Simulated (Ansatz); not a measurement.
## Geometry relaxation, with input and output: SiPH6OF (part 2 of 2)

SiPH6OF; RKS PBE0-D4/6-31G* (Ansatz 0.2.0). It belongs to a series of runs on one base structure; here: end point B relaxed.

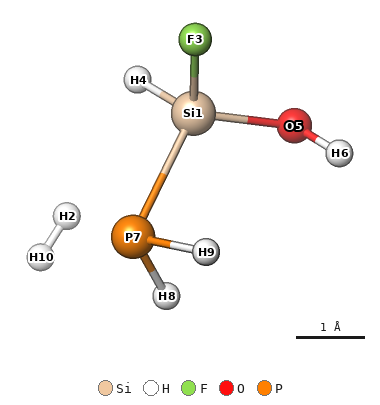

*The geometry at step 14 of the log (ball-and-stick view, seen at a tilt; atoms are numbered from 1 in the order of the input).*

### Trajectory as extended XYZ, continued
```
10
Properties=species:S:1:pos:R:3:forces:R:3 step=7 energy=-22017.30069
Si    0.3718   -0.4232   -0.4725   -0.0066  -0.0607  -0.1162
H    -0.5622   -0.0643    2.8512   -0.0491   0.0297  -0.0363
F     1.1491   -0.0749   -1.8405   -0.0331   0.0285  -0.0035
H     0.0375    0.8396    0.2184   -0.0079  -0.0141   0.0296
O    -1.0819   -1.1347   -0.7909    0.0277   0.0305   0.0209
H    -1.0630   -2.0319   -1.1450    0.0106   0.0111  -0.0021
P     1.8406   -1.6793    0.6773    0.0217  -0.0466   0.0734
H     0.8654   -2.4540    1.3644    0.0049   0.0259   0.0013
H     2.0218   -2.6341   -0.3627   -0.0178   0.0217  -0.0056
H    -0.0256   -0.3606    3.2694    0.0495  -0.0261   0.0386
10
Properties=species:S:1:pos:R:3:forces:R:3 step=8 energy=-22017.30298
Si    0.3718   -0.4337   -0.4819   -0.0519   0.0278  -0.1026
H    -0.5486   -0.0488    2.8771    0.0340  -0.0149   0.0270
F     1.1479   -0.0360   -1.8391   -0.0555  -0.0150   0.0582
H     0.0130    0.8045    0.2441    0.0037  -0.0288   0.0011
O    -1.0728   -1.1546   -0.8257    0.0703  -0.0116   0.0001
H    -1.0419   -2.0403   -1.2088    0.0080   0.0477   0.0151
P     1.8493   -1.6857    0.6586   -0.0230  -0.1058   0.0464
H     0.8755   -2.4200    1.3980    0.0543   0.0589  -0.0631
H     1.9755   -2.6686   -0.3662   -0.0076   0.0239   0.0431
H    -0.0160   -0.3343    3.3130   -0.0324   0.0177  -0.0254
10
Properties=species:S:1:pos:R:3:forces:R:3 step=9 energy=-22017.30407
Si    0.3718   -0.4370   -0.4863   -0.0152   0.0242  -0.0693
H    -0.5445   -0.0349    2.8956    0.0320  -0.0145   0.0234
F     1.1407   -0.0192   -1.8411   -0.0484  -0.0170   0.0543
H     0.0063    0.7892    0.2568    0.0005  -0.0243  -0.0084
O    -1.0674   -1.1653   -0.8345    0.0605  -0.0236  -0.0105
H    -1.0301   -2.0449   -1.2314    0.0050   0.0527   0.0189
P     1.8523   -1.6898    0.6547   -0.0519  -0.0849   0.0056
H     0.8636   -2.4055    1.3909    0.0561   0.0352  -0.0347
H     1.9706   -2.6843   -0.3607   -0.0087   0.0359   0.0431
H    -0.0097   -0.3257    3.3250   -0.0299   0.0164  -0.0223
10
Properties=species:S:1:pos:R:3:forces:R:3 step=10 energy=-22017.30485
Si    0.3675   -0.4391   -0.4906   -0.0148  -0.0124  -0.0244
H    -0.5238   -0.0157    2.9093    0.0216  -0.0093   0.0148
F     1.1361    0.0086   -1.8354   -0.0391  -0.0180   0.0569
H    -0.0163    0.7683    0.2740    0.0040  -0.0178  -0.0219
O    -1.0599   -1.1812   -0.8567    0.0458  -0.0138  -0.0229
H    -1.0089   -2.0516   -1.2718    0.0042   0.0497   0.0213
P     1.8482   -1.6957    0.6495   -0.0203  -0.0512  -0.0265
H     0.8601   -2.3944    1.3984    0.0170   0.0247  -0.0104
H     1.9483   -2.7049   -0.3529    0.0007   0.0374   0.0265
H     0.0022   -0.3118    3.3453   -0.0191   0.0107  -0.0135
10
Properties=species:S:1:pos:R:3:forces:R:3 step=11 energy=-22017.30535
Si    0.3606   -0.4439   -0.4905   -0.0024  -0.0153  -0.0208
H    -0.4966    0.0008    2.9175    0.0154  -0.0060   0.0099
F     1.1374    0.0283   -1.8217   -0.0350  -0.0118   0.0396
H    -0.0431    0.7494    0.2858    0.0055  -0.0167  -0.0185
O    -1.0554   -1.1948   -0.8814    0.0407  -0.0089  -0.0178
H    -0.9916   -2.0575   -1.3101    0.0029   0.0412   0.0189
P     1.8433   -1.7008    0.6467   -0.0125  -0.0005  -0.0208
H     0.8526   -2.3828    1.4046   -0.0010  -0.0055   0.0090
H     1.9305   -2.7169   -0.3480   -0.0009   0.0163   0.0088
H     0.0159   -0.2994    3.3661   -0.0128   0.0072  -0.0084
10
Properties=species:S:1:pos:R:3:forces:R:3 step=12 energy=-22017.30573
Si    0.3528   -0.4496   -0.4907   -0.0114  -0.0040  -0.0100
H    -0.4646    0.0228    2.9241    0.0180  -0.0082   0.0125
F     1.1376    0.0468   -1.8076   -0.0210  -0.0129   0.0249
H    -0.0700    0.7302    0.2954    0.0042  -0.0112  -0.0108
O    -1.0519   -1.2071   -0.9070    0.0320  -0.0077  -0.0136
H    -0.9759   -2.0618   -1.3489    0.0008   0.0286   0.0147
P     1.8348   -1.7053    0.6473    0.0091   0.0306  -0.0104
H     0.8468   -2.3824    1.4111   -0.0194  -0.0153   0.0132
H     1.9174   -2.7233   -0.3439    0.0028  -0.0090  -0.0091
H     0.0266   -0.2876    3.3893   -0.0151   0.0091  -0.0114
10
Properties=species:S:1:pos:R:3:forces:R:3 step=13 energy=-22017.30596
Si    0.3421   -0.4550   -0.4895   -0.0158  -0.0018  -0.0282
H    -0.4194    0.0481    2.9257    0.0571  -0.0373   0.0568
F     1.1387    0.0643   -1.7901   -0.0130  -0.0078   0.0146
H    -0.1029    0.7121    0.3030    0.0041  -0.0116  -0.0014
O    -1.0490   -1.2202   -0.9358    0.0237  -0.0089  -0.0077
H    -0.9584   -2.0674   -1.3891   -0.0001   0.0255   0.0148
P     1.8224   -1.7087    0.6502    0.0146   0.0320   0.0203
H     0.8341   -2.3870    1.4131   -0.0157  -0.0138   0.0081
H     1.9104   -2.7275   -0.3389   -0.0008  -0.0143  -0.0203
H     0.0356   -0.2761    3.4204   -0.0540   0.0381  -0.0568
10
Properties=species:S:1:pos:R:3:forces:R:3 step=14 energy=-22017.30615
Si    0.3394   -0.4578   -0.4885   -0.0104   0.0163  -0.0017
H    -0.4014    0.0567    2.9192    0.0515  -0.0356   0.0552
F     1.1381    0.0687   -1.7847   -0.0062  -0.0084   0.0085
H    -0.1100    0.7047    0.3081   -0.0014  -0.0063  -0.0055
O    -1.0483   -1.2240   -0.9419    0.0161  -0.0148  -0.0086
H    -0.9543   -2.0690   -1.3984   -0.0019   0.0198   0.0115
P     1.8190   -1.7093    0.6545    0.0036   0.0173   0.0021
H     0.8290   -2.3921    1.4122   -0.0088  -0.0088   0.0003
H     1.9092   -2.7232   -0.3402    0.0060  -0.0160  -0.0068
H     0.0329   -0.2724    3.4289   -0.0486   0.0364  -0.0551
10
Properties=species:S:1:pos:R:3:forces:R:3 step=15 energy=-22017.30641
Si    0.3325   -0.4582   -0.4856    0.0076  -0.0008   0.0029
H    -0.3650    0.0696    2.9055    0.0546  -0.0437   0.0706
F     1.1374    0.0744   -1.7746    0.0033   0.0053  -0.0044
H    -0.1270    0.6998    0.3115    0.0003  -0.0040  -0.0021
O    -1.0479   -1.2287   -0.9507   -0.0096  -0.0108  -0.0066
H    -0.9469   -2.0718   -1.4086   -0.0015   0.0067   0.0046
P     1.8096   -1.7093    0.6618   -0.0111  -0.0188   0.0063
H     0.8153   -2.4044    1.4047    0.0097   0.0061  -0.0057
H     1.9176   -2.7195   -0.3369   -0.0011   0.0152   0.0051
H     0.0281   -0.2693    3.4421   -0.0522   0.0448  -0.0706
10
Properties=species:S:1:pos:R:3:forces:R:3 step=16 energy=-22017.30661
Si    0.3301   -0.4596   -0.4835    0.0053   0.0023   0.0064
H    -0.3485    0.0774    2.8994    0.0372  -0.0312   0.0509
F     1.1384    0.0763   -1.7692    0.0017   0.0027  -0.0009
H    -0.1335    0.6964    0.3139   -0.0014  -0.0018  -0.0031
O    -1.0481   -1.2311   -0.9541   -0.0041  -0.0048  -0.0027
H    -0.9448   -2.0735   -1.4127   -0.0010   0.0018   0.0018
P     1.8058   -1.7104    0.6664   -0.0103  -0.0108  -0.0047
H     0.8109   -2.4120    1.4020    0.0055   0.0026  -0.0054
H     1.9195   -2.7135   -0.3387    0.0019   0.0070   0.0085
H     0.0239   -0.2676    3.4457   -0.0349   0.0322  -0.0508
10
Properties=species:S:1:pos:R:3:forces:R:3 step=17 energy=-22017.30685
Si    0.3239   -0.4618   -0.4794   -0.0017  -0.0043  -0.0141
H    -0.3192    0.0932    2.8924    0.0164  -0.0145   0.0240
F     1.1402    0.0825   -1.7571   -0.0056  -0.0015   0.0090
H    -0.1497    0.6898    0.3184   -0.0001  -0.0021  -0.0005
O    -1.0490   -1.2357   -0.9632    0.0090   0.0068   0.0042
H    -0.9401   -2.0763   -1.4235    0.0010  -0.0011   0.0001
P     1.7963   -1.7131    0.6743   -0.0007   0.0056   0.0001
H     0.8000   -2.4272    1.3946   -0.0029  -0.0042   0.0010
H     1.9277   -2.7066   -0.3373   -0.0011   0.0003   0.0001
H     0.0235   -0.2624    3.4497   -0.0144   0.0151  -0.0237
10
Properties=species:S:1:pos:R:3:forces:R:3 step=18 energy=-22017.30698
Si    0.3151   -0.4653   -0.4743   -0.0123  -0.0014  -0.0232
H    -0.2799    0.1156    2.8852    0.0197  -0.0224   0.0352
F     1.1425    0.0934   -1.7390   -0.0126  -0.0096   0.0217
H    -0.1742    0.6781    0.3259    0.0002  -0.0015  -0.0023
O    -1.0486   -1.2434   -0.9783    0.0203   0.0116   0.0057
H    -0.9303   -2.0811   -1.4418    0.0019   0.0004   0.0007
P     1.7815   -1.7165    0.6868    0.0048   0.0020  -0.0032
H     0.7833   -2.4491    1.3856   -0.0052   0.0006  -0.0003
H     1.9349   -2.6961   -0.3351    0.0013  -0.0022   0.0002
H     0.0293   -0.2531    3.4540   -0.0182   0.0225  -0.0344
10
Properties=species:S:1:pos:R:3:forces:R:3 step=19 energy=-22017.30702
Si    0.3106   -0.4670   -0.4726    0.0035   0.0023  -0.0294
H    -0.2599    0.1243    2.8854    0.0177  -0.0223   0.0347
F     1.1438    0.0977   -1.7308   -0.0145  -0.0045   0.0150
H    -0.1869    0.6730    0.3275   -0.0002  -0.0031   0.0000
O    -1.0474   -1.2479   -0.9866    0.0160   0.0064   0.0053
H    -0.9238   -2.0845   -1.4507    0.0014   0.0027   0.0014
P     1.7756   -1.7172    0.6912   -0.0106   0.0004   0.0025
H     0.7718   -2.4522    1.3800    0.0061  -0.0048   0.0026
H     1.9370   -2.6933   -0.3332   -0.0029   0.0004   0.0019
H     0.0328   -0.2503    3.4589   -0.0165   0.0224  -0.0340
10
Properties=species:S:1:pos:R:3:forces:R:3 step=20 energy=-22017.30710
Si    0.3053   -0.4674   -0.4742   -0.0023  -0.0019  -0.0124
H    -0.2350    0.1330    2.8895    0.0107  -0.0158   0.0244
F     1.1441    0.1058   -1.7245   -0.0068  -0.0043   0.0122
H    -0.2033    0.6673    0.3264    0.0019  -0.0021  -0.0002
O    -1.0448   -1.2534   -0.9998    0.0030  -0.0016  -0.0051
H    -0.9136   -2.0885   -1.4647   -0.0001   0.0065   0.0040
P     1.7655   -1.7170    0.6963   -0.0004  -0.0109   0.0038
H     0.7619   -2.4571    1.3810    0.0069   0.0079  -0.0075
H     1.9345   -2.6919   -0.3283   -0.0028   0.0059   0.0053
H     0.0388   -0.2484    3.4674   -0.0102   0.0164  -0.0243
```

This output came from the following input.

### Input file
```yaml
crystal:
  periodic: [false, false, false]
  atoms:
    - { symbol: Si, position_ang: [0.341314, -0.396752, -0.301724] }
    - { symbol: H, position_ang: [-0.406757, -0.193486, 2.252143] }
    - { symbol: F, position_ang: [1.113587, -0.125795, -1.691467] }
    - { symbol: H, position_ang: [0.069858, 0.918208, 0.312405] }
    - { symbol: O, position_ang: [-1.145954, -1.051456, -0.563178] }
    - { symbol: H, position_ang: [-1.173274, -1.975565, -0.841977] }
    - { symbol: P, position_ang: [1.73536, -1.633685, 0.875606] }
    - { symbol: H, position_ang: [0.766394, -2.567768, 1.331453] }
    - { symbol: H, position_ang: [2.168503, -2.433492, -0.219187] }
    - { symbol: H, position_ang: [0.084568, -0.557708, 2.615024] }
basis:
  gaussian: { orbitals: "6-31G*" }
hamiltonian:
  xc: pbe0
  dispersion: d4
relax:
  f_tol: 0.03
  max_steps: 50
```

Run as:
```bash
ansatz run input.yaml --threads 1 --pin off --max-ram 2048MiB --backend cpu --events-out ev --progress --plain --runs-dir out
```

### Key numbers

```json
{"quantity": "outcome", "value": "converged"}
{"quantity": "total energy", "value": "−22017.3071 eV"}
{"quantity": "mean-field energy", "value": "−22017.1420 eV"}
{"quantity": "largest force (length of the vector) at the end", "value": "0.031 eV/Å"}
{"quantity": "hardware", "value": "1 thread of Arm Neoverse V1, 24 GiB of memory available, shared host"}
{"quantity": "wall time", "value": "81 s"}
{"quantity": "peak memory", "value": "0.16 GiB"}
```
